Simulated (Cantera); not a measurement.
Input: 1 mol SiH2Cl2, 0.06 mol O3, 1.8 mol N2, at 63.8 Torr.

These are equilibrium values from Cantera (NASA tables, ideal gas, pure condensed phases), not measurements of a reactor. Candidate condensed phases: H2O, NH4Cl, Si, SiO2, Si2N2O, Si3N4; 47 gas species. Mutual solubility and eutectic melting of coexisting phases are not modelled. The tables' values for SiCl3, SiCl, SiN are old estimates; treat these amounts as uncertain. Gases not in the tables: Si2H6 and higher silanes. Kinetics and transport are ignored.

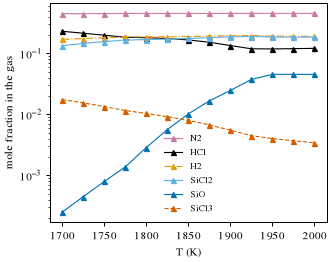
Figure. Equilibrium gas composition (values under 1e-9 drawn at 1e-9)

Q: Read off the mole fractions at 1700 K.

A: N2 about 0.44, HCl about 0.23, H2 about 0.17, SiCl2 about 0.13, SiCl3 about 0.017, SiO about 0.00025.
